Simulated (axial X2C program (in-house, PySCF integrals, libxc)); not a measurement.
# FeS⁺: from the state search to constants

Aim: find the lowest determinant of FeS⁺, scan the bond at several levels and fit the constants, once spin-free and once with spin–orbit coupling.

Computed with an in-house X2C program for linear molecules on PySCF integrals. Level: all-electron X2C, Fe dyall-cv3z, S dyall-av3z.

All values are calculated.

### 1 Set-up

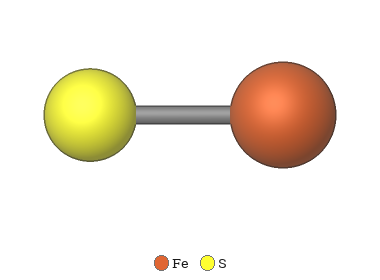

The two atoms at 2.030 Å (iron orange, sulfur yellow).

task.json reads:

```json
{
 "zs": [
  26,
  16
 ],
 "q": 1,
 "bas": [
  "dyall-cv3z",
  "dyall-av3z"
 ],
 "levels": [
  "PBE0",
  "HF",
  "BLYP"
 ],
 "cc": true,
 "r0": 2.03,
 "thr": -2.0,
 "nmax": 90,
 "npts": 10,
 "nst": 2,
 "ntry": 6
}
```

Keys: zs atomic numbers; q charge; bas basis sets; levels methods (HF also brings MP2); cc coupled cluster on or off; r0 starting distance in Å; thr threshold in hartree for freezing inner shells (an s shell follows its p shell); nmax most natural virtual spinors; npts points asked for on the curve; nst determinants followed; ntry starts of the search.

The run is started by

```sh
$ python so2c.py task.json out
```

Spin-free means the one-electron spin-free X2C Hamiltonian; two-component (2c) means X2C with spin–orbit coupling and atomic mean-field two-electron Coulomb and Gaunt terms. Basis: Fe dyall-cv3z contracted to [9s10p6d3f2g], S dyall-av3z contracted to [9s8p3d2f]; Gaussian nuclei, density fitting. Masses: Fe 55.935 u, S 31.972 u.

Notation: σ, π±, δ± give the projection m of an orbital's angular momentum (0, ±1, ±2), α and β its spin, Λ and M_S the sums; ω is the projection of a spinor's total angular momentum and Ω the sum. Logs are in hartree.

The results follow Hamiltonian by Hamiltonian and level by level.

### 2 State search with PBE0

Determinants are compared with PBE0 at 2.030 Å.

Spin-free determinants:

```json
{"ΔE (eV)": "0.00", "state": "M_S = 5/2, Λ = 0", "open shells": "beyond closed shells: σα, π+α, π-α, δ+α, δ-α"}
{"ΔE (eV)": "0.85", "state": "M_S = 3/2, Λ = 0", "open shells": "beyond closed shells: σα, π+β, π-α, δ+α, δ-α"}
{"ΔE (eV)": "0.85", "state": "M_S = 3/2, Λ = 2", "open shells": "beyond closed shells: σα, π+α, π+β, δ+α, δ-α"}
{"ΔE (eV)": "1.23", "state": "M_S = 5/2, Λ = 1", "open shells": "beyond closed shells: 2 × π+α, π+β, 2 × π-α, δ+α, δ-α"}
{"ΔE (eV)": "1.64", "state": "M_S = 5/2, Λ = 2", "open shells": "beyond closed shells: σα, 2 × π+α, 2 × π+β, 2 × π-α, δ+α, δ-α"}
{"ΔE (eV)": "2.16", "state": "M_S = 3/2, Λ = 1", "open shells": "beyond closed shells: π+α, π+β, π-α, δ+α, δ-α"}
{"ΔE (eV)": "2.27", "state": "M_S = 5/2, Λ = 2", "open shells": "beyond closed shells: 2 × σα, π+α, π-α, δ+α, δ+β, δ-α"}
```

Two-component determinants:

| ΔE (eV) | state | open shells |
| --- | --- | --- |
| 0.00 | Ω = 5/2 | excess of +ω over −ω: ω = 5/2 |
| 0.60 | Ω = 9/2 | excess of +ω over −ω: ω = 1/2, ω = 3/2, ω = 5/2 |
| 0.63 | Ω = 3/2 | excess of +ω over −ω: ω = 3/2 |
| 0.78 | Ω = 1/2 | excess of +ω over −ω: ω = -1/2, ω = -3/2, ω = 5/2 |
| 0.80 | Ω = 3/2 | excess of +ω over −ω: ω = 1/2, ω = -3/2, ω = 5/2 |
| 0.85 | Ω = 1/2 | excess of +ω over −ω: 2 × ω = 3/2, ω = -5/2 |
| 0.85 | Ω = 7/2 | excess of +ω over −ω: 2 × ω = 1/2, ω = 5/2 |

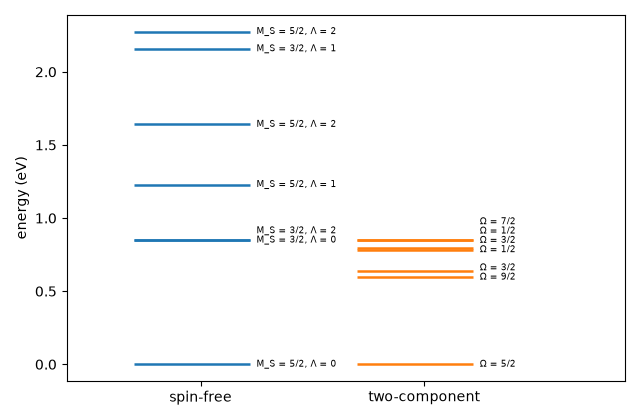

The determinants found, each set from its own lowest.

### 3 PBE0, spin-free

State followed: M_S = 5/2, Λ = 0 (beyond closed shells: σα, π+α, π-α, δ+α, δ-α). The scan is laid around 2.025 Å, a first estimate of the minimum, and this SCF restarts from the orbitals of the search.

Output at 2.025 Å:

```text
spin-free X2C-1e  PBE0
basis functions 170  fitting functions 915  grid points 5078
iter        total energy     max residual
   1      -1671.293034778     2.55e-01
   2      -1671.328631576     1.04e-03
   3      -1671.328644142     7.48e-04
   4      -1671.328649170     2.66e-04
   5      -1671.328650382     9.87e-05
   6      -1671.328650531     2.90e-05
   7      -1671.328650573     1.75e-05
   8      -1671.328650580     4.65e-06
converged
one-electron -2514.63556794  Coulomb 816.06465646  exact exchange -19.94788653  xc functional -61.51983763  nuclear repulsion 108.70998506
```

Along the bond, energies from the lowest point:

```csv
R (Å),E (eV),μ (D),HOMO (eV),LUMO (eV),iterations
1.762,0.9534,-3.64,-14.13,-9.84,25
1.843,0.3897,-3.86,-14.11,-9.61,26
1.903,0.1504,-3.99,-14.10,-9.61,25
1.964,0.0298,-4.08,-14.09,-9.64,24
2.025,0.0000,-4.14,-14.08,-9.67,8
2.096,0.0508,-4.18,-13.82,-9.69,23
2.167,0.1672,-4.19,-13.55,-9.70,22
2.258,0.3801,-4.17,-13.23,-9.70,23
2.369,0.6923,-4.11,-12.88,-9.68,23
2.531,1.1745,-3.98,-12.44,-9.63,23
```

Dipoles are positive if S is the positive end and refer to the centre of mass.

Outer orbitals at the reference distance:

```
symmetry  occupied  ε (eV)             atomic character
      σα       yes  -25.94   75% S s, 10% Fe d, 9% Fe p
      σβ       yes  -24.41   74% S s, 10% Fe p, 9% Fe d
     δ+α       yes  -18.58                    100% Fe d
     δ-α       yes  -18.58                    100% Fe d
      σα       yes  -18.16    83% Fe d, 11% S p, 5% S s
     π+α       yes  -17.92             91% Fe d, 8% S p
     π-α       yes  -17.92             91% Fe d, 8% S p
      σβ       yes  -15.03   70% S p, 13% Fe d, 7% Fe s
      σα       yes  -14.56   62% S p, 24% Fe s, 9% Fe d
     π+β       yes  -14.12            64% Fe d, 32% S p
     π-β       yes  -14.12            64% Fe d, 32% S p
     π-α       yes  -14.08   82% S p, 11% Fe d, 7% Fe p
     π+α       yes  -14.08   82% S p, 11% Fe d, 7% Fe p
     π+β        no   -9.67   55% S p, 36% Fe d, 8% Fe p
     π-β        no   -9.67   55% S p, 36% Fe d, 8% Fe p
      σα        no   -9.10  38% Fe s, 34% Fe p, 16% S p
     δ-β        no   -9.09                     99% Fe d
```

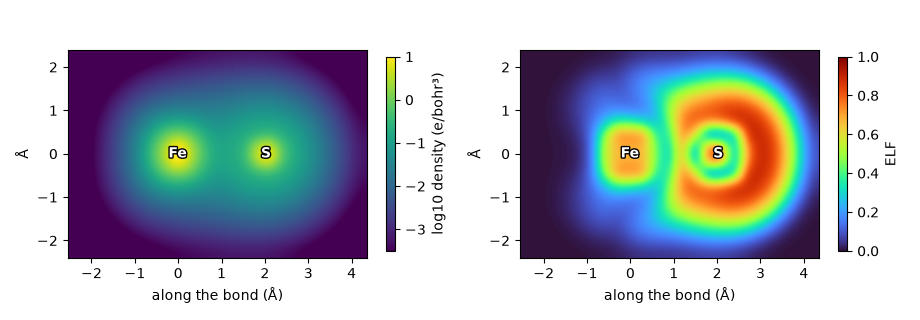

PBE0 fields in a plane through the axis, from a grid of 0.3 Å; Fe lies at z = 0 and S at z = 2.025 Å; the ELF is damped to zero where the density is low.

Re = 2.018 Å, ωe = 505 cm⁻¹, ωexe = 2.08 cm⁻¹, Be = 0.2035 cm⁻¹, De = 2.94 eV, μ = -4.13 D.

### 4 HF, spin-free

Output at 2.025 Å:

```text
spin-free X2C-1e  HF
basis functions 170  fitting functions 915  grid points 5078
iter        total energy     max residual
   1      -1669.652472532     2.16e-01
   2      -1669.688182823     1.42e-02
   3      -1669.694611335     3.74e-02
   4      -1669.696088611     1.26e-02
   5      -1669.696912973     1.80e-03
   6      -1669.697028341     1.26e-03
   7      -1669.697093834     1.44e-03
   8      -1669.697124038     9.51e-04
   9      -1669.697149000     6.90e-04
  10      -1669.697162732     6.31e-04
  11      -1669.697168458     3.17e-04
  12      -1669.697169802     1.19e-04
  13      -1669.697170136     5.67e-05
  14      -1669.697170217     3.80e-05
  15      -1669.697170229     8.71e-06
  16      -1669.697170230     2.38e-06
converged
one-electron -2514.84183850  Coulomb 816.40920269  exact exchange -79.97451947  xc functional 0.00000000  nuclear repulsion 108.70998506
```

No constants are quoted: the solution changes its character somewhere along the scan, so the fit is set aside.

### 5 BLYP, spin-free

The SCF at the reference distance of 2.025 Å:

```text
spin-free X2C-1e  BLYP
basis functions 170  fitting functions 915  grid points 5078
iter        total energy     max residual
   1      -1671.797619697     9.61e-02
   2      -1671.805784280     1.97e-02
   3      -1671.807047006     1.02e-02
   4      -1671.808020883     9.41e-03
   5      -1671.808260877     2.88e-03
   6      -1671.808325173     6.65e-04
   7      -1671.808329212     5.35e-04
   8      -1671.808331185     9.15e-05
   9      -1671.808331229     3.54e-05
  10      -1671.808331237     5.87e-06
converged
one-electron -2514.42816570  Coulomb 815.81548217  exact exchange 0.00000000  xc functional -81.90563276  nuclear repulsion 108.70998506
```

Re = 2.043 Å, ωe = 480 cm⁻¹, ωexe = 1.99 cm⁻¹, Be = 0.1986 cm⁻¹, De = 3.98 eV, μ = -3.42 D.

### 6 Correlated methods, spin-free

Correlated methods: 13 electrons correlated (frozen shells, counted by type: Fe 3 s, 2 p; S 2 s, 1 p), 251 virtual spinors in MP2, 90 natural virtuals in coupled cluster.

Output of the correlated part at 2.025 Å:

```text
correlated 13  virtual 251  natural virtual 90  E(MP2) -0.403558421  MP2 remainder -0.026686751
iter   CCSD correlation   residual
   1     -0.362736181   1.87e-01
   2     -0.378447564   1.04e-01
   3     -0.386274667   4.50e-02
   4     -0.387521155   2.14e-02
   5     -0.388431074   1.21e-02
   6     -0.388491464   4.08e-03
   7     -0.388457265   1.86e-03
   8     -0.388471185   6.13e-04
   9     -0.388460438   2.96e-04
  10     -0.388463719   1.26e-04
  11     -0.388460370   5.34e-05
  12     -0.388460464   2.43e-05
  13     -0.388459992   1.16e-05
  14     -0.388459850   5.29e-06
  15     -0.388459856   2.28e-06
(T) -0.021855798  T1 0.0632  D1 0.1092  max T2 0.176
```

T1 in the output is the amplitude norm over the root of the electron number; divide by √2 for the Lee–Taylor value.

MP2: No constants are quoted: the reference changes its character somewhere along the scan, so the fit is set aside.

CCSD: No constants are quoted: the reference changes its character somewhere along the scan, so the fit is set aside.

CCSD(T): No constants are quoted: the reference changes its character somewhere along the scan, so the fit is set aside.

### 7 A higher determinant, spin-free

State: M_S = 3/2, Λ = 0 (beyond closed shells: σα, π+β, π-α, δ+α, δ-α).

Output at the reference distance:

```text
spin-free X2C-1e  PBE0
basis functions 170  fitting functions 915  grid points 5078
iter        total energy     max residual
   1      -1671.261312438     2.55e-01
   2      -1671.297106027     9.80e-04
   3      -1671.297120189     6.36e-04
   4      -1671.297122902     3.22e-04
   5      -1671.297123794     1.90e-04
   6      -1671.297124173     2.17e-05
   7      -1671.297124185     1.49e-05
   8      -1671.297124190     4.68e-06
converged
one-electron -2514.36009727  Coulomb 815.81529490  exact exchange -19.95800018  xc functional -61.50430669  nuclear repulsion 108.70998506
```

```csv
R (Å),E above the lowest PBE0 point (eV)
1.762,2.294
1.843,1.592
1.903,1.238
1.964,1.002
2.025,0.858
2.096,0.784
2.167,0.787
2.258,0.876
2.369,1.069
```

Re = 2.127 Å, ωe = 428 cm⁻¹, ωexe = 1.52 cm⁻¹, Be = 0.1832 cm⁻¹, μ = -4.48 D. ⟨S²⟩ = 4.79 against 3.75 for a pure state, so this determinant mixes spins. Te = 0.78 eV.

### 8 The spin-free curves together

Energy (eV) of the followed determinant, spin-free, from each level's lowest point:

| R (Å) | PBE0 | HF (jumps) | MP2 (its reference jumps) | CCSD (its reference jumps) | CCSD(T) (its reference jumps) | BLYP |
| --- | --- | --- | --- | --- | --- | --- |
| 1.762 | 0.953 | 2.471 | 1.800 | n/a | n/a | 1.082 |
| 1.843 | 0.390 | 1.508 | 1.305 | 0.585 | 0.663 | 0.475 |
| 1.903 | 0.150 | 0.980 | 1.034 | 0.327 | 0.421 | 0.206 |
| 1.964 | 0.030 | 1.507 | 0.015 | 0.046 | 0.060 | 0.057 |
| 2.025 | 0.000 | 1.418 | 0.000 | 0.000 | 0.000 | 0.000 |
| 2.096 | 0.051 | 1.386 | 0.122 | 0.051 | 0.026 | 0.020 |
| 2.167 | 0.167 | 0.016 | 0.693 | 0.158 | 0.342 | 0.106 |
| 2.258 | 0.380 | 0.000 | 0.799 | 0.294 | 0.501 | 0.284 |
| 2.369 | 0.692 | 0.096 | 1.040 | n/a | n/a | 0.561 |
| 2.531 | 1.174 | 0.316 | 1.617 | n/a | n/a | 1.009 |

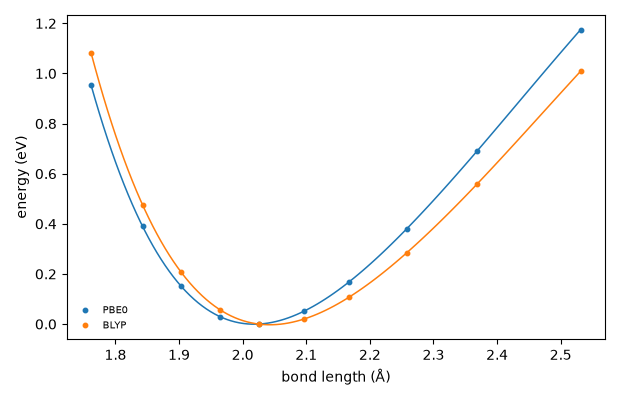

Curves of the followed state, spin-free, each from its own lowest point. Left out: HF, MP2, CCSD, CCSD(T).

[end of part 1 of 2]
